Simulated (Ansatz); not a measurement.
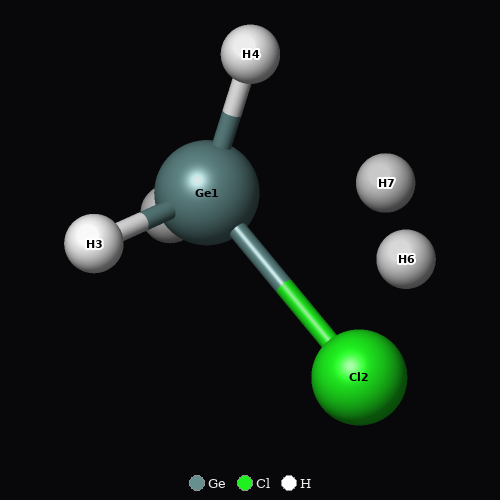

The system is the reacting system ClGeH₅ (fragments ClGeH₃ + H₂ where the first distance is long, GeH₄ + ClH where the second is long); the picture shows the reference structure. The first coordinate is: distance Cl2–H6 (bond that forms); the second: distance H6–H7 (bond that breaks). Relaxed at each point: all other coordinates. The grid has 12 × 12 points. Points are written as (first, second). All energies are given in kJ/mol relative to the lowest grid point. Energies and slopes of some neighbouring points disagree (a jump in structure or state, or too coarse a mesh). The reference is spin-restricted, so regions where a bond is pulled apart into radicals lie too high. Method: Ansatz, RKS B3LYP-D4/def2-SVP.

Its coordinates:

```
atom    x (Å)    y (Å)    z (Å)
  Ge  -0.5629  -0.3407   0.0888
  Cl   1.7500  -0.4406  -1.0688
   H  -0.8969  -1.7378  -0.4915
   H  -0.4606  -0.4174   1.6166
   H  -1.4871   0.7171  -0.5258
   H   1.1730   0.9009  -0.0844
   H   0.4844   1.3184   0.4651
```

Range: distance Cl2–H6 (bond that forms) from 1.197 to 2.697 Å; distance H6–H7 (bond that breaks) from 0.666 to 1.866 Å.

### Predict the map.

The lowest grid point is at (2.697 Å, 0.726 Å). It lies in a valley that leaves the map towards separated partners. The energy also falls towards the edge at (1.272 Å, 1.866 Å) (41 kJ/mol above the lowest), where a further well may lie outside the range. The highest grid point, (2.697 Å, 1.866 Å), lies 405 kJ/mol above the lowest.

```csv
"second ↓, first →",1.197,1.272,1.375,1.493,1.621,1.757,1.900,2.050,2.204,2.364,2.529,2.697
1.866,57,41,49,81,384,384,386,389,393,398,402,405
1.731,59,42,49,81,353,349,348,350,352,355,359,362
1.600,62,44,50,80,319,311,308,307,308,310,312,314
1.472,67,48,52,302,283,271,264,260,260,260,262,263
1.348,75,54,56,271,246,229,218,212,209,208,209,210
1.229,87,64,285,241,209,186,171,163,158,156,155,156
1.114,105,80,267,213,174,145,126,115,108,104,103,103
1.005,132,335,255,191,144,110,87,72,63,58,56,55
0.903,171,347,253,179,124,85,57,39,28,22,19,18
0.808,225,304,217,149,98,62,38,22,12,6,3,1
0.726,293,331,237,162,106,67,40,23,12,5,2,0
0.666,362,369,269,189,130,88,59,41,29,22,19,17
```

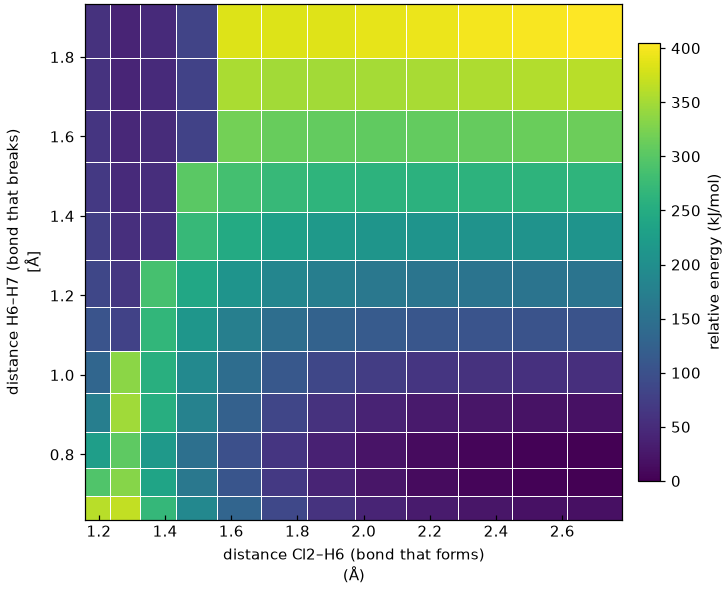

The picture shows one coloured cell a grid point.

The whole map (144 points run) took 19 min on 1 thread of Arm Neoverse V1 (shared host).
